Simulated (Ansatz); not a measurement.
# C₂H₅AlGe: how energies converge with the basis set

How large a basis does C₂H₅AlGe need? Two functionals are run in growing sets.

Program: Ansatz 0.2.0, Gaussian basis. Level of theory: one geometry, several basis sets. These are calculated values, not measurements.

Plan: PBE0-D4/def2-SVP; ωB97M-V/def2-SVP; PBE0-D4/def2-QZVPP; ωB97M-V/def2-QZVPP; the functionals' def2-TZVPP values are taken from earlier runs.

## (1) Structure used throughout

An earlier PBE0-D4 in a triple-zeta def2 set relaxation fixed the geometry.

SMILES `C#[C][AlH][GeH3]`, 9 atoms, charge 0, spin multiplicity 1.

Atoms are counted from 1 here; the program's logs count them from 0.

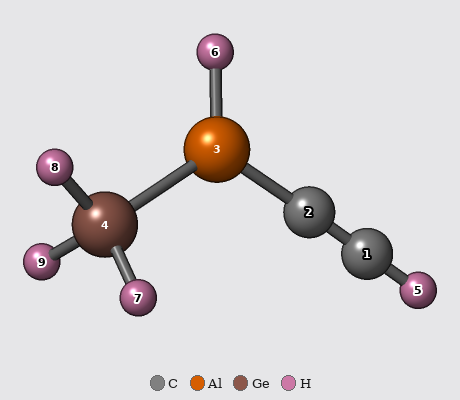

The structure; carbon grey, aluminium orange, germanium brown, hydrogen pink; atoms are numbered from 1 in the order of the file.

## (2) PBE0-D4 in def2-SVP

in.yaml

```yaml
crystal:
  periodic: [false, false, false]
  atoms:
    - {symbol: C, position_ang: [-0.256191, 1.151106, -2.700055]}
    - {symbol: C, position_ang: [0.056881, 1.051951, -1.534064]}
    - {symbol: Al, position_ang: [0.526037, 0.850804, 0.301514]}
    - {symbol: Ge, position_ang: [-0.122680, -1.236593, 1.452716]}
    - {symbol: H, position_ang: [-0.529923, 1.242433, -3.727089]}
    - {symbol: H, position_ang: [1.291041, 2.037284, 1.016397]}
    - {symbol: H, position_ang: [-0.060858, -2.465474, 0.526717]}
    - {symbol: H, position_ang: [0.758768, -1.536648, 2.680394]}
    - {symbol: H, position_ang: [-1.574574, -1.141064, 1.966470]}
basis:
  gaussian: {orbitals: def2-SVP}
hamiltonian: {xc: pbe0, dispersion: d4}
output: {orbitals: {seedname: orbitals}}
```

On the command line:

```
$ ansatz run in.yaml --threads 2 --pin off --events-out ev --progress --plain --max-ram 4352MiB
```

The runs that follow: ωB97M-V in def2-SVP; PBE0-D4 in def2-QZVPP; ωB97M-V in def2-QZVPP.

Q: Predict the results of all the runs planned. Wanted: PBE0-D4: double and triple zeta above quadruple; ωB97M-V: double and triple zeta above quadruple.

As calculated:

| quantity | value |
| --- | --- |
| PBE0-D4: double and triple zeta above quadruple | 13.36, 1.54 eV |
| ωB97M-V: double and triple zeta above quadruple | 13.42, 1.49 eV |

In words: For PBE0-D4 the step from double to triple zeta gains 11.82 eV and the next only 1.54 eV. Total energies overstate the basis error of differences, where much of it tends to cancel.
